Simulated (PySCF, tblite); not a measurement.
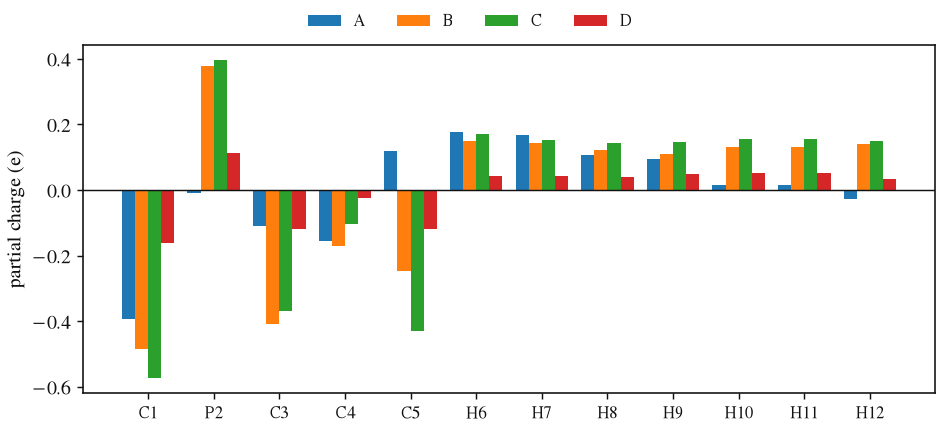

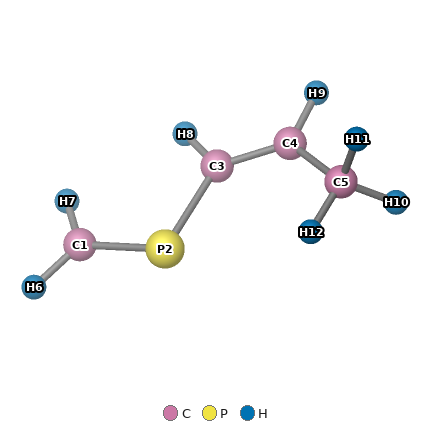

Atomic charges of C₄H₇P, SMILES C=P/C=C\C by 4 schemes, PBE0/pcSseg-1, PySCF 2.14.0, at a GFN2-xTB geometry (a minimum by its frequencies).

### The schemes are ESP fit, Hirshfeld, IAO and Mulliken. Which series is which?

A: ESP fit (C5 0.12 e); B: Mulliken (C5 −0.25 e); C: IAO (C5 −0.43 e); D: Hirshfeld (C5 −0.12 e).

Known limits of this run: the tight-binding geometry is rougher than a DFT one and adds to the error; one conformer of a flexible molecule.
